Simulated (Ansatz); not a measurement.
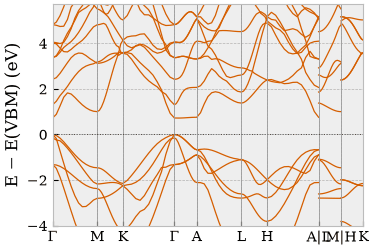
Figure. Band structure from plane-wave PAW r²SCAN (Ansatz code)

Read off the gap and where the band edges lie.

About 0.7 eV (0.72 eV by a search for the band edges); maximum at Γ, minimum on the Γ–A line, 19 % of the way from Γ.

Which of these materials gives this?
(A) ZnS, P3m1 (Pearson symbol hP36)
(B) SrZn2As2, P-3m1 (Sr on 1a, Zn on 2d, As on 2d)
(C) Cd2SeS, P3m1 (Cd on 1a, Cd on 1b, Se on 1b, S on 1a)
(D) K2PdC2, P-3m1 (K on 2d, Pd on 1a, C on 2c)

B, SrZn2As2, P-3m1 (Sr on 1a, Zn on 2d, As on 2d)

The first step of the workflow began from a Materials Project structure, measured or hypothetical; the Crystallography Open Database copy checked does not list it. Its standing as an ambient phase is unchecked. The r²SCAN relaxation kept the symmetry of its start; whether a distortion lowers the energy is not shown. Spin–orbit coupling is left out wherever it is not named.

Potentials: the later of the program's two PAW sets.
